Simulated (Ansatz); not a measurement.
# Dielectric response of BaTiO3 (001), BaO faces films, part 3 of 7

Wanted: ε of perovskite BaTiO3 (001), BaO faces by finite fields on slabs, and the band edges against the vacuum where run.

Ansatz 0.2.0; plane-wave DFT, PBE, Ansatz PAW (the session's first sound run).

So far, gap on the k-mesh (eV): step 2 (relaxation, 12 atoms, units 2) 1.94; step 4 (applied field, field 0.05 V/Å) 1.93; step 5 (applied field, field -0.05 V/Å) 1.93; step 7 (field 0.03 V/Å, other threshold, other force threshold) 1.94; step 8 (field -0.03 V/Å, other threshold, other force threshold) 1.94.

### 9. Response with the atoms relaxed, 12 atoms, units 2

This step: plane-wave DFT, PBE, Ansatz PAW; response to a field along the normal, atoms relaxed (Ansatz 0.2.0).

The two relaxed runs give the static response.

This step gave:

| Item | Value |
| --- | --- |
| equivalent conductor thickness p/(ε₀AE) | 10.96 Å |

Local field over the applied field, running mean. From the potentials at -0.03 and 0.03 V/Å; running mean over 4 Å, taken twice. Local field over applied field against z:

| z (Å) | local field over applied field |
| --- | --- |
| 5 | 0.943 |
| 6 | 0.820 |
| 7 | 0.635 |
| 8 | 0.402 |
| 9 | 0.177 |
| 10 | 0.0545 |
| 11 | -0.00196 |
| 12 | -0.00458 |
| 13 | 0.0225 |
| 14 | -0.00460 |
| 15 | -0.00347 |
| 16 | 0.0537 |
| 17 | 0.175 |
| 18 | 0.401 |
| 19 | 0.635 |
| 20 | 0.820 |
| 21 | 0.943 |

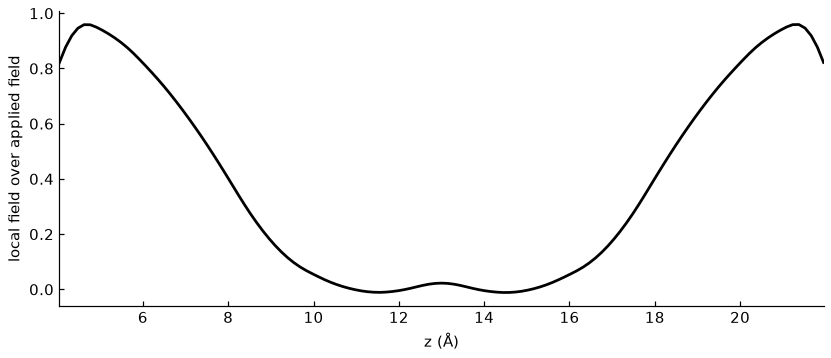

Local field over applied field, plotted against z.

The induced dipole is that of a conductor 10.96 Å thick.

### 10. Relaxation, 17 atoms, units 3

This step: plane-wave DFT, PBE, Ansatz PAW (Ansatz 0.2.0).

System of this step: BaTiO3 (001), BaO faces, 3 units. The cell holds 17 atoms: 4 Ba, 10 O and 3 Ti. Cell: a = 4.000 Å, b = 4.000 Å, c = 30.000 Å, α = 90.0°, β = 90.0°, γ = 90.0°. It derives from BaTiO3 (perovskite BaTiO3). Vacuum lies along c.

The next thickness, treated alike, so that differences show the interior and the faces cancel.

Contents of input.yaml:

```yaml
crystal:
  lattice:
    - [4.0, 0.0, 0.0]
    - [0.0, 4.0, 0.0]
    - [0.0, 0.0, 30.0]
  atoms:
    - { symbol: Ba, position: [0.0, 0.0, 0.3] }
    - { symbol: O, position: [0.5, 0.5, 0.3] }
    - { symbol: Ti, position: [0.5, 0.5, 0.3666666667] }
    - { symbol: O, position: [0.0, 0.5, 0.3666666667] }
    - { symbol: O, position: [0.5, 0.0, 0.3666666667] }
    - { symbol: Ba, position: [0.0, 0.0, 0.4333333333] }
    - { symbol: O, position: [0.5, 0.5, 0.4333333333] }
    - { symbol: Ti, position: [0.5, 0.5, 0.5] }
    - { symbol: O, position: [0.0, 0.5, 0.5] }
    - { symbol: O, position: [0.5, 0.0, 0.5] }
    - { symbol: Ba, position: [0.0, 0.0, 0.5666666667] }
    - { symbol: O, position: [0.5, 0.5, 0.5666666667] }
    - { symbol: Ti, position: [0.5, 0.5, 0.6333333333] }
    - { symbol: O, position: [0.0, 0.5, 0.6333333333] }
    - { symbol: O, position: [0.5, 0.0, 0.6333333333] }
    - { symbol: Ba, position: [0.0, 0.0, 0.7] }
    - { symbol: O, position: [0.5, 0.5, 0.7] }
kpoints:
  mp_grid: { grid: [8, 8, 1] }
hamiltonian:
  xc: pbe
scf:
  occupations: { method: fixed }
  convergence: { dr2_threshold: 1.0e-09 }
efield:
  axis: 3
  dipole_correction: true
  ramp_position: 0.97
  ramp_width: 0.06
relax:
  f_tol: 0.003
  max_steps: 100
output:
  write_potential: true
  write_density: true
  volumetric_format: npy
```

On the command line:

```bash
$ ansatz run input.yaml --threads 16 --pin off --max-ram 32768MiB --backend cpu --events-out ev --progress --plain --runs-dir out
```

Numbers of over 12 decimals in the logs are rounded to 6 here.

Log:

```text
[...]
Crystal: 17 atoms, lattice volume = 480.000 Å³
Basis set: ecut = 420 eV, 9405 PW (Γ), exchange–correlation on 54×54×432 points (8 copies of the dense FFT grid, shifted against one another)
Bands: 85, of which v1, the nominal top of the filled ones, is band 68 counted from 1 (67 counted from 0)
Symmetry: 8 space group operations
k-points: 15 of 64
[...]
- { symbol: O, position: [0, 0.5, 0.500000] }
    - { symbol: O, position: [0.5, 0.0, 0.500000] }
    - { symbol: Ba, position: [0, 0.0, 0.566486] }
    - { symbol: O, position: [0.5, 0.5, 0.567075] }
    - { symbol: Ti, position: [0.5, 0.5, 0.636551] }
    - { symbol: O, position: [0, 0.5, 0.635908] }
    - { symbol: O, position: [0.5, 0.0, 0.635908] }
    - { symbol: Ba, position: [0, 0.0, 0.698653] }
    - { symbol: O, position: [0.5, 0.5, 0.700433] }
[key lines of the parts left out:]
SCF converged after 8 iterations
Free energy (F): -36998.070396 eV
Fermi energy:    3.423001 eV
Dipole field:    D = 0.000000 V/Å  (p = 0.000001 e·Å, saw-weighted, corrected)
Work function:   Φ+ = 3.0173 eV   Φ− = 3.0173 eV
```

The job ended after 50 s (16 threads of Arm Neoverse V1, shared host; peak memory 3 GiB; 10 min of CPU time).

Relaxation path:

| step | energy less that of the first step (eV) | largest force component (eV/Å) |
| --- | --- | --- |
| 1 | 0.0000 | 1.0156 |
| 2 | 0.1402 | 1.4553 |
| 3 | -0.1187 | 0.3676 |
| 4 | -0.1366 | 0.2266 |
| 5 | -0.1411 | 0.0228 |
| 6 | -0.1412 | 0.0006 |

Relaxation step 2 was tried and not accepted.

The run keeps the 8 symmetry operations that it works with, so distortions that break them were not tested.

The atoms that moved most (Å):

| atom | dx | dy | dz | length |
| --- | --- | --- | --- | --- |
| Ti13 | 0.000 | 0.000 | 0.097 | 0.097 |
| Ti3 | 0.000 | 0.000 | -0.097 | 0.097 |
| O5 | 0.000 | 0.000 | -0.077 | 0.077 |
| O4 | 0.000 | 0.000 | -0.077 | 0.077 |
| O14 | 0.000 | 0.000 | 0.077 | 0.077 |
| O15 | 0.000 | 0.000 | 0.077 | 0.077 |
| Ba1 | 0.000 | 0.000 | 0.040 | 0.040 |
| Ba16 | 0.000 | 0.000 | -0.040 | 0.040 |

The relaxation took 6 steps and lowered the energy by 0.14 eV; the largest force on the free atoms ends at 5.8e-4 eV/Å.

The gap is 1.73 eV, with the valence edge 3.02 eV and the conduction edge 1.28 eV under the upper vacuum level.

### 11. Single point on the relaxed film, 17 atoms, units 3

The next thickness, treated alike, so that differences show the interior and the faces cancel.

Contents of input.yaml:

```yaml
crystal:
  lattice:
    - [4.0, 0.0, 0.0]
    - [0.0, 4.0, 0.0]
    - [0.0, 0.0, 30.0]
  atoms:
    - { symbol: Ba, position: [0.0, 0.0, 0.3013472686] }
    - { symbol: O, position: [0.5, 0.5, 0.2995674251] }
    - { symbol: Ti, position: [0.5, 0.5, 0.3634490689] }
    - { symbol: O, position: [0.0, 0.5, 0.3640918871] }
    - { symbol: O, position: [0.5, 0.0, 0.3640918871] }
    - { symbol: Ba, position: [0.0, 0.0, 0.4335139544] }
    - { symbol: O, position: [0.5, 0.5, 0.432924876] }
    - { symbol: Ti, position: [0.5, 0.5, 0.5000000004] }
    - { symbol: O, position: [0.0, 0.5, 0.4999999999] }
    - { symbol: O, position: [0.5, 0.0, 0.4999999999] }
    - { symbol: Ba, position: [0.0, 0.0, 0.5664860459] }
    - { symbol: O, position: [0.5, 0.5, 0.567075123] }
    - { symbol: Ti, position: [0.5, 0.5, 0.636550932] }
    - { symbol: O, position: [0.0, 0.5, 0.6359081128] }
    - { symbol: O, position: [0.5, 0.0, 0.6359081128] }
    - { symbol: Ba, position: [0.0, 0.0, 0.6986527315] }
    - { symbol: O, position: [0.5, 0.5, 0.7004325746] }
kpoints:
  mp_grid: { grid: [8, 8, 1] }
hamiltonian:
  xc: pbe
scf:
  occupations: { method: fixed }
  convergence: { dr2_threshold: 1.0e-09 }
efield:
  axis: 3
  dipole_correction: true
  ramp_position: 0.97
  ramp_width: 0.06
output:
  eigenvalues: true
  write_potential: true
  write_density: true
  volumetric_format: npy
  elf: true
```

Log:

```text
[...]
Crystal: 17 atoms, lattice volume = 480.000 Å³
Basis set: ecut = 420 eV, 9405 PW (Γ)
Bands: 85, of which v1, the nominal top of the filled ones, is band 68 counted from 1 (67 counted from 0)
Symmetry: 8 space group operations
k-points: 15 of 64
[...]
k-point 0: bands = [... 64 lower, 2.8777, 3.0813, 3.2784, 3.2784, 5.1561, 5.1620, 5.3814, 5.6415, ... 13 higher]
  k-point 1: bands = [... 64 lower, 2.7590, 2.9541, 3.1717, 3.1808, 5.4526, 5.4527, 5.6730, 5.7056, ... 13 higher]
  k-point 2: bands = [... 64 lower, 2.9522, 2.9585, 3.0045, 3.1285, 5.7388, 6.0706, 6.0728, 6.1644, ... 13 higher]
  k-point 14: bands = [... 64 lower, 3.0472, 3.3250, 3.3250, 3.4232, 7.1280, 7.1280, 7.2557, 7.2557, ... 13 higher]
[key lines of the parts left out:]
SCF converged after 12 iterations
Free energy (F): -36998.071911 eV
Fermi energy:    3.423216 eV
Dipole field:    D = 0.000000 V/Å  (p = 0.000000 e·Å, saw-weighted, corrected)
Work function:   Φ+ = 3.0170 eV   Φ− = 3.0170 eV
```

It took 14 s on 16 threads; peak memory 2.8 GiB; 2.9 min of CPU time.

The gap is 1.73 eV, with the valence edge 3.02 eV and the conduction edge 1.28 eV under the upper vacuum level.

### 12. Atoms held, 17 atoms, units 3, field 0.05 V/Å

Changes to input.yaml since step 11:

```diff
@@ -29,3 +29,3 @@
   occupations: { method: fixed }
-  convergence: { dr2_threshold: 1.0e-09 }
+  convergence: { dr2_threshold: 1.0e-10 }
 efield:
@@ -35,4 +35,4 @@
   ramp_width: 0.06
+  amplitude: 0.05
 output:
-  eigenvalues: true
   write_potential: true
@@ -40,2 +40 @@
   volumetric_format: npy
-  elf: true
```

Log:

```text
[...]
Crystal: 17 atoms, lattice volume = 480.000 Å³
Basis set: ecut = 420 eV, 9405 PW (Γ)
Bands: 85, of which v1, the nominal top of the filled ones, is band 68 counted from 1 (67 counted from 0)
Symmetry: 8 space group operations
k-points: 15 of 64
[...]
k-point 0: bands = [... 64 lower, 2.8814, 3.0817, 3.2789, 3.2789, 5.1272, 5.1903, 5.3813, 5.5182, ... 13 higher]
  k-point 1: bands = [... 64 lower, 2.7612, 2.9543, 3.1723, 3.1818, 5.4210, 5.4838, 5.6494, 5.6728, ... 13 higher]
  k-point 2: bands = [... 64 lower, 2.9417, 2.9592, 3.0144, 3.1291, 5.7375, 6.0386, 6.0397, 6.1033, ... 13 higher]
  k-point 14: bands = [... 64 lower, 3.0782, 3.3258, 3.3258, 3.4230, 7.1224, 7.1224, 7.2594, 7.2594, ... 13 higher]
[key lines of the parts left out:]
SCF converged after 18 iterations
Free energy (F): -36998.073312 eV
Fermi energy:    3.422959 eV
Dipole field:    D = 0.021122 V/Å  (p = 0.056030 e·Å, saw-weighted, corrected)
```

It took 17 s on 16 threads; peak memory 2.8 GiB.

The dipole is 0.0560 e·Å, and the gap on the mesh 1.704 eV.

### 13. Atoms held, 17 atoms, units 3, field -0.05 V/Å

Changes to input.yaml since step 12:

```diff
@@ -35,3 +35,3 @@
   ramp_width: 0.06
-  amplitude: 0.05
+  amplitude: -0.05
 output:
```

Log:

```text
[...]
Crystal: 17 atoms, lattice volume = 480.000 Å³
Basis set: ecut = 420 eV, 9405 PW (Γ)
Bands: 85, of which v1, the nominal top of the filled ones, is band 68 counted from 1 (67 counted from 0)
Symmetry: 8 space group operations
k-points: 15 of 64
[...]
k-point 0: bands = [... 64 lower, 2.8814, 3.0817, 3.2789, 3.2789, 5.1272, 5.1903, 5.3813, 5.5182, ... 13 higher]
  k-point 1: bands = [... 64 lower, 2.7612, 2.9543, 3.1723, 3.1818, 5.4210, 5.4838, 5.6494, 5.6728, ... 13 higher]
  k-point 2: bands = [... 64 lower, 2.9417, 2.9592, 3.0144, 3.1291, 5.7375, 6.0386, 6.0397, 6.1033, ... 13 higher]
  k-point 14: bands = [... 64 lower, 3.0782, 3.3258, 3.3258, 3.4230, 7.1224, 7.1224, 7.2594, 7.2594, ... 13 higher]
[key lines of the parts left out:]
SCF converged after 18 iterations
Free energy (F): -36998.073312 eV
Fermi energy:    3.422960 eV
Dipole field:    D = -0.021122 V/Å  (p = -0.056030 e·Å, saw-weighted, corrected)
```

Wall time 15 s (16 threads); peak memory 2.8 GiB; 3.5 min of CPU time.

The dipole is -0.0560 e·Å, and the gap on the mesh 1.704 eV.

### 14. Response with the atoms held, 17 atoms, units 3

This step: plane-wave DFT, PBE, Ansatz PAW; response to a field along the normal, atoms held (Ansatz 0.2.0).

Local field over the applied field, running mean. From the potentials at -0.05 and 0.05 V/Å; running mean over 4 Å, taken twice. The local field over applied field by z:

| z (Å) | local field over applied field |
| --- | --- |
| 6 | 0.836 |
| 8 | 0.498 |
| 10 | 0.217 |
| 12 | 0.147 |
| 14 | 0.149 |
| 16 | 0.149 |
| 18 | 0.147 |
| 20 | 0.217 |
| 22 | 0.498 |
| 24 | 0.836 |

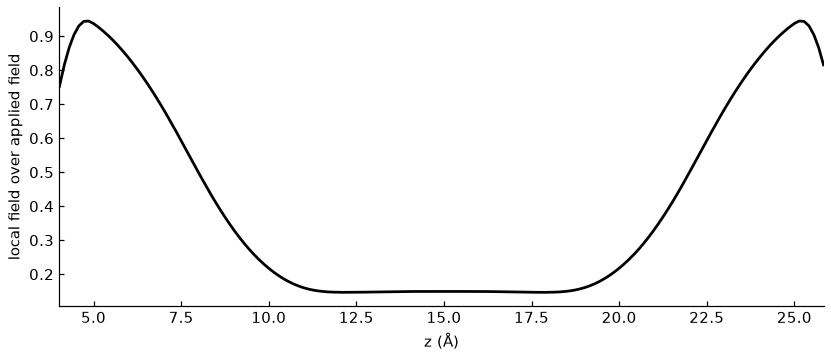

Local field over applied field against z.

The induced dipole is that of a conductor 12.67 Å thick.

### 15. Relaxing the film, 22 atoms, units 4

This step: plane-wave DFT, PBE, Ansatz PAW (Ansatz 0.2.0).

System of this step: BaTiO3 (001), BaO faces, 4 units. The cell holds 22 atoms: 5 Ba, 13 O and 4 Ti. Its edges and angles: a = 4.000 Å, b = 4.000 Å, c = 34.000 Å, α = 90.0°, β = 90.0°, γ = 90.0°. It derives from BaTiO3 (perovskite BaTiO3). Vacuum lies along c.

The next thickness, treated alike, so that differences show the interior and the faces cancel.

Contents of input.yaml:

```yaml
crystal:
  lattice:
    - [4.0, 0.0, 0.0]
    - [0.0, 4.0, 0.0]
    - [0.0, 0.0, 34.0]
  atoms:
    - { symbol: Ba, position: [0.0, 0.0, 0.2647058824] }
    - { symbol: O, position: [0.5, 0.5, 0.2647058824] }
    - { symbol: Ti, position: [0.5, 0.5, 0.3235294118] }
    - { symbol: O, position: [0.0, 0.5, 0.3235294118] }
    - { symbol: O, position: [0.5, 0.0, 0.3235294118] }
    - { symbol: Ba, position: [0.0, 0.0, 0.3823529412] }
    - { symbol: O, position: [0.5, 0.5, 0.3823529412] }
    - { symbol: Ti, position: [0.5, 0.5, 0.4411764706] }
    - { symbol: O, position: [0.0, 0.5, 0.4411764706] }
    - { symbol: O, position: [0.5, 0.0, 0.4411764706] }
    - { symbol: Ba, position: [0.0, 0.0, 0.5] }
    - { symbol: O, position: [0.5, 0.5, 0.5] }
    - { symbol: Ti, position: [0.5, 0.5, 0.5588235294] }
    - { symbol: O, position: [0.0, 0.5, 0.5588235294] }
    - { symbol: O, position: [0.5, 0.0, 0.5588235294] }
    - { symbol: Ba, position: [0.0, 0.0, 0.6176470588] }
    - { symbol: O, position: [0.5, 0.5, 0.6176470588] }
    - { symbol: Ti, position: [0.5, 0.5, 0.6764705882] }
    - { symbol: O, position: [0.0, 0.5, 0.6764705882] }
    - { symbol: O, position: [0.5, 0.0, 0.6764705882] }
    - { symbol: Ba, position: [0.0, 0.0, 0.7352941176] }
    - { symbol: O, position: [0.5, 0.5, 0.7352941176] }
kpoints:
  mp_grid: { grid: [8, 8, 1] }
hamiltonian:
  xc: pbe
scf:
  occupations: { method: fixed }
  convergence: { dr2_threshold: 1.0e-09 }
efield:
  axis: 3
  dipole_correction: true
  ramp_position: 0.97
  ramp_width: 0.06
relax:
  f_tol: 0.003
  max_steps: 100
output:
  write_potential: true
  write_density: true
  volumetric_format: npy
```

Log:

```text
[...]
Crystal: 22 atoms, lattice volume = 544.000 Å³
Basis set: ecut = 420 eV, 10633 PW (Γ), exchange–correlation on 54×54×480 points (8 copies of the dense FFT grid, shifted against one another)
Bands: 110, of which v1, the nominal top of the filled ones, is band 88 counted from 1 (87 counted from 0)
Symmetry: 8 space group operations
k-points: 15 of 64
[...]
- { symbol: O, position: [0, 0.5, 0.559458] }
    - { symbol: O, position: [0.5, 0.0, 0.559458] }
    - { symbol: Ba, position: [0, 0.0, 0.617841] }
    - { symbol: O, position: [0.5, 0.5, 0.618488] }
    - { symbol: Ti, position: [0.5, 0.5, 0.679866] }
    - { symbol: O, position: [0, 0.5, 0.679269] }
    - { symbol: O, position: [0.5, 0.0, 0.679269] }
    - { symbol: Ba, position: [0, 0.0, 0.734584] }
    - { symbol: O, position: [0.5, 0.5, 0.736189] }
[key lines of the parts left out:]
SCF converged after 6 iterations
Free energy (F): -47157.638270 eV
Fermi energy:    4.299165 eV
Dipole field:    D = -0.000000 V/Å  (p = -0.000000 e·Å, saw-weighted, corrected)
Work function:   Φ+ = 2.9315 eV   Φ− = 2.9315 eV
```

Elapsed: 80 s, on 16 threads; peak memory 4.1 GiB; 20 min of CPU time.

Step by step:

| step | energy less that of the first step (eV) | largest force component (eV/Å) |
| --- | --- | --- |
| 1 | 0.0000 | 1.0167 |
| 2 | 0.1568 | 1.5179 |
| 3 | -0.1208 | 0.3671 |
| 4 | -0.1443 | 0.2316 |
| 5 | -0.1491 | 0.0227 |
| 6 | -0.1492 | 0.0060 |
| 7 | -0.1492 | 0.0004 |

Relaxation step 2 was tried and not accepted.

Forces are held to the 8 operations that the run works with; a distortion that breaks them can't arise in this run.

The atoms that moved most (Å):

| atom | dx | dy | dz | length |
| --- | --- | --- | --- | --- |
| Ti18 | 0.000 | 0.000 | 0.115 | 0.115 |
| Ti3 | 0.000 | 0.000 | -0.115 | 0.115 |
| O19 | 0.000 | 0.000 | 0.095 | 0.095 |
| O20 | 0.000 | 0.000 | 0.095 | 0.095 |
| O5 | 0.000 | 0.000 | -0.095 | 0.095 |
| O4 | 0.000 | 0.000 | -0.095 | 0.095 |
| O22 | 0.000 | 0.000 | 0.030 | 0.030 |
| O2 | 0.000 | 0.000 | -0.030 | 0.030 |

The relaxation took 7 steps and lowered the energy by 0.15 eV; the largest force on the free atoms ends at 3.8e-4 eV/Å.

The gap is 1.65 eV, with the valence edge 2.93 eV and the conduction edge 1.28 eV under the upper vacuum level.

### 16. The relaxed film, single point, 22 atoms, units 4

The next thickness, treated alike, so that differences show the interior and the faces cancel.

Contents of input.yaml:

```yaml
crystal:
  lattice:
    - [4.0, 0.0, 0.0]
    - [0.0, 4.0, 0.0]
    - [0.0, 0.0, 34.0]
  atoms:
    - { symbol: Ba, position: [0.0, 0.0, 0.2654160542] }
    - { symbol: O, position: [0.5, 0.5, 0.26381094] }
    - { symbol: Ti, position: [0.5, 0.5, 0.3201341522] }
    - { symbol: O, position: [0.0, 0.5, 0.3207308365] }
    - { symbol: O, position: [0.5, 0.0, 0.3207308365] }
    - { symbol: Ba, position: [0.0, 0.0, 0.3821590813] }
    - { symbol: O, position: [0.5, 0.5, 0.381512319] }
    - { symbol: Ti, position: [0.5, 0.5, 0.4404056405] }
    - { symbol: O, position: [0.0, 0.5, 0.440541894] }
    - { symbol: O, position: [0.5, 0.0, 0.440541894] }
    - { symbol: Ba, position: [0.0, 0.0, 0.4999999997] }
    - { symbol: O, position: [0.5, 0.5, 0.4999999993] }
    - { symbol: Ti, position: [0.5, 0.5, 0.5595943598] }
    - { symbol: O, position: [0.0, 0.5, 0.5594581053] }
    - { symbol: O, position: [0.5, 0.0, 0.5594581053] }
    - { symbol: Ba, position: [0.0, 0.0, 0.6178409183] }
    - { symbol: O, position: [0.5, 0.5, 0.6184876796] }
    - { symbol: Ti, position: [0.5, 0.5, 0.6798658487] }
    - { symbol: O, position: [0.0, 0.5, 0.6792691642] }
    - { symbol: O, position: [0.5, 0.0, 0.6792691642] }
    - { symbol: Ba, position: [0.0, 0.0, 0.7345839466] }
    - { symbol: O, position: [0.5, 0.5, 0.7361890609] }
kpoints:
  mp_grid: { grid: [8, 8, 1] }
hamiltonian:
  xc: pbe
scf:
  occupations: { method: fixed }
  convergence: { dr2_threshold: 1.0e-09 }
efield:
  axis: 3
  dipole_correction: true
  ramp_position: 0.97
  ramp_width: 0.06
output:
  eigenvalues: true
  write_potential: true
  write_density: true
  volumetric_format: npy
```

Log:

```text
[...]
Crystal: 22 atoms, lattice volume = 544.000 Å³
Basis set: ecut = 420 eV, 10633 PW (Γ)
Bands: 110, of which v1, the nominal top of the filled ones, is band 88 counted from 1 (87 counted from 0)
Symmetry: 8 space group operations
k-points: 15 of 64
[...]
k-point 0: bands = [... 84 lower, 3.8908, 4.0089, 4.1558, 4.1558, 5.9518, 5.9523, 6.1840, 6.2411, ... 18 higher]
  k-point 1: bands = [... 84 lower, 3.7585, 3.8470, 4.0437, 4.0508, 6.2439, 6.2468, 6.4122, 6.4824, ... 18 higher]
  k-point 2: bands = [... 84 lower, 3.7885, 3.8272, 3.9135, 3.9297, 6.4475, 6.8241, 6.8648, 6.8668, ... 18 higher]
  k-point 14: bands = [... 84 lower, 4.2159, 4.2159, 4.2773, 4.2994, 7.9235, 7.9235, 7.9964, 7.9964, ... 18 higher]
[key lines of the parts left out:]
SCF converged after 12 iterations
Free energy (F): -47157.640313 eV
Fermi energy:    4.299394 eV
Dipole field:    D = -0.000000 V/Å  (p = -0.000000 e·Å, saw-weighted, corrected)
Work function:   Φ+ = 2.9312 eV   Φ− = 2.9312 eV
```

Elapsed: 22 s, on 16 threads; peak memory 3.9 GiB; 4.9 min of CPU time.

The gap is 1.65 eV, with the valence edge 2.93 eV and the conduction edge 1.28 eV under the upper vacuum level.

### 17. Atoms held, 22 atoms, units 4, field 0.05 V/Å

Changes to input.yaml since step 16:

```diff
@@ -34,3 +34,3 @@
   occupations: { method: fixed }
-  convergence: { dr2_threshold: 1.0e-09 }
+  convergence: { dr2_threshold: 1.0e-10 }
 efield:
@@ -40,4 +40,4 @@
   ramp_width: 0.06
+  amplitude: 0.05
 output:
-  eigenvalues: true
   write_potential: true
```

Log:

```text
[...]
Crystal: 22 atoms, lattice volume = 544.000 Å³
Basis set: ecut = 420 eV, 10633 PW (Γ)
Bands: 110, of which v1, the nominal top of the filled ones, is band 88 counted from 1 (87 counted from 0)
Symmetry: 8 space group operations
k-points: 15 of 64
[...]
k-point 0: bands = [... 84 lower, 3.8905, 4.0099, 4.1574, 4.1574, 5.9050, 5.9986, 6.1799, 6.2449, ... 18 higher]
  k-point 1: bands = [... 84 lower, 3.7584, 3.8482, 4.0453, 4.0527, 6.1985, 6.2914, 6.4101, 6.4250, ... 18 higher]
  k-point 2: bands = [... 84 lower, 3.8112, 3.8288, 3.9061, 3.9384, 6.4451, 6.8139, 6.8147, 6.8291, ... 18 higher]
  k-point 14: bands = [... 84 lower, 4.2175, 4.2175, 4.2693, 4.3069, 7.9081, 7.9081, 8.0073, 8.0073, ... 18 higher]
[key lines of the parts left out:]
SCF converged after 18 iterations
Free energy (F): -47157.642092 eV
Fermi energy:    4.306928 eV
Dipole field:    D = 0.023669 V/Å  (p = 0.071157 e·Å, saw-weighted, corrected)
```

Run time: 24 s. Hardware: 16 threads; peak memory 3.8 GiB; 5.8 min of CPU time.

The dipole is 0.0712 e·Å, and the gap on the mesh 1.598 eV.

(Part 3 of 7 ends here.)

[Logs are printed without paths, hosts, clocks, repeated set-up lines and the standing remarks that a program may print on its own settings, such as how far it seeks lower states.]

[Hosts, paths, dates, database ids (printed as entryN), source tags and the programs' standing remarks are cut or masked in the printed files.]

[Maps of the electrostatic potential energy from Ansatz leave out the sawtooth potential of an applied field or a dipole correction, so their vacuum need not be flat; planar profiles and work functions include it.]
